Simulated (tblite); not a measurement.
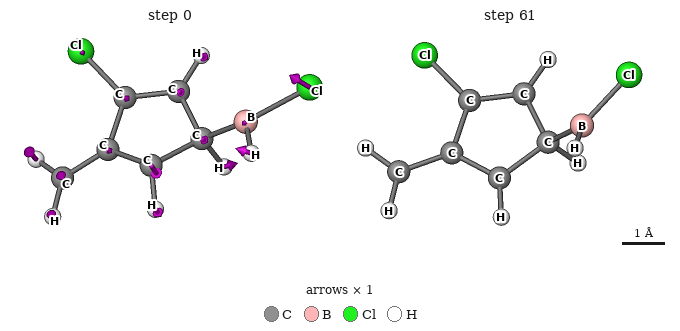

The structure of C6H6BCl2 (multiplicity 2) before (left) and after (right) a relaxation, at one scale. The purple arrows give the displacements, at their true length.

The picture is a ball-and-stick view, seen at a tilt.

The calculation used tblite 0.8.0, GFN2-xTB geometry optimisation, gas phase. 

Summarise the run.

Answer. The largest move after the best rigid fit is that of a Cl atom, 0.76 Å. Largest moves by element: Cl 0.76 Å, H 0.70 Å, C 0.68 Å, B 0.13 Å. Near-neighbour distances that change, for instance: B–Cl 1.849 → 1.682 Å, C–C 1.477 → 1.393 Å, C–Cl 1.755 → 1.713 Å, C–C 1.337 → 1.371 Å. Among the angles between lasting bonds that change: C–C–H 116.0° → 125.6°, C–C–H 114.3° → 123.5°, C–C–C 102.1° → 110.8°. After 61 geometry steps the energy has fallen by 121.3 kJ/mol. Cost: 0.54 s on 1 thread of Arm Neoverse V1, on a shared host.
